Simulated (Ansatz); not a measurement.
**PH₃···NH₂ (doublet): density, localisation and related maps**

Input

```
crystal:
  periodic: [false, false, false]
  atoms:
    - { symbol: H, position_ang: [-0.0582, -0.1088, 0.2743] }
    - { symbol: P, position_ang: [0.6156, 1.5767, 0.1339] }
    - { symbol: "N", position_ang: [-0.5735, -1.3376, 0.2858] }
    - { symbol: H, position_ang: [1.8918, 1.0221, 0.0705] }
    - { symbol: H, position_ang: [0.4766, 1.5029, -1.2533] }
    - { symbol: H, position_ang: [-1.2305, -1.2952, 1.0588] }
    - { symbol: H, position_ang: [-1.1218, -1.3601, -0.57] }
magnetization:
  spin_polarized: true
  initial_magnetization: 1
basis:
  gaussian: { orbitals: def2-SVPD }
hamiltonian:
  xc: pbe
relax:
  f_tol: 0.15
  max_steps: 25
  restrain:
    - { distance: [0, 2], at: 2.32, k: 30.0 }
    - { distance: [1, 0], at: 1.38, k: 30.0 }
output:
  orbitals: {}
```

Run with:

```sh
ansatz run input.yaml --threads 2 --pin off --max-ram 3072MiB --backend cpu --events-out ev --progress --plain --runs-dir out
```

The fields are those of the run's last geometry, not of the input's.

Not at a stationary point (largest force 0.9 eV/Å).

Method: UKS PBE/def2-SVPD in Ansatz 0.2.0.

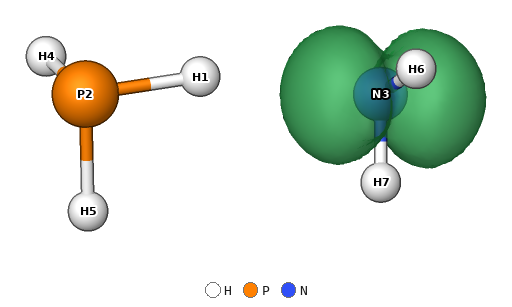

Figure 1. Isosurfaces of the spin density (α minus β) at +0.05 (green) and −0.05 e/Å³ (red), seen across its widest extent.

### Where is the unpaired spin?

The unpaired spin (1 electron) lies mostly on N3 (about 0.9), in electrons by Hirshfeld's partition.

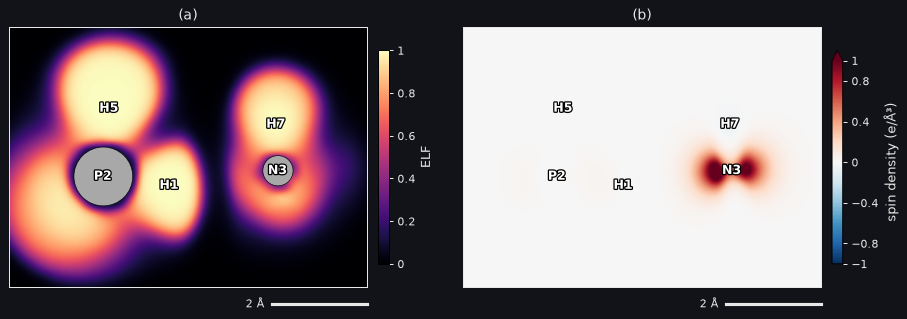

Figure 2. (a) electron localisation function; (b) spin density on the plane of atoms H1, P2 and H5. Grey discs cover the atomic cores in the ELF map.

### What does the map show?

- The section cuts through H, P and N sites.
- N3···H1 (2.32 Å): the ELF dips to about 0.10 between them.
- N–H (1.04 Å): the ELF climbs to about 1 towards the hydrogen, as it does in any bond to H: a covalent bond by its length.
- P–H (1.41 Å): the ELF climbs to about 1 towards the hydrogen.
- The ELF also peaks beside P2, away from the bonds: non-bonding electrons, paired or unpaired.

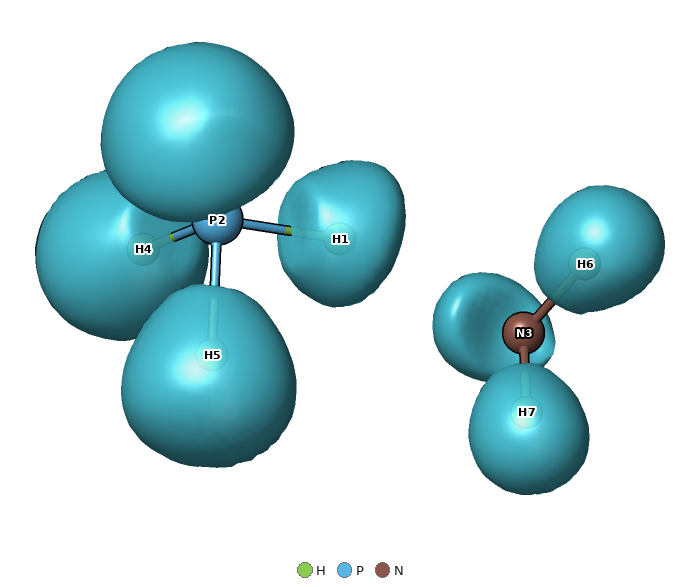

Figure 3. Isosurface of the ELF at 0.9 (cyan), seen at a tilt. Only the valence region is drawn (cores and ρ < 0.01 e/Å³ removed).

### Describe the localisation domains.

The ELF exceeds this value in five regions around hydrogen nuclei, one lobe on N, pointing away from the bonds (non-bonding electrons) and one lobe on P, pointing away from the bonds (non-bonding electrons).
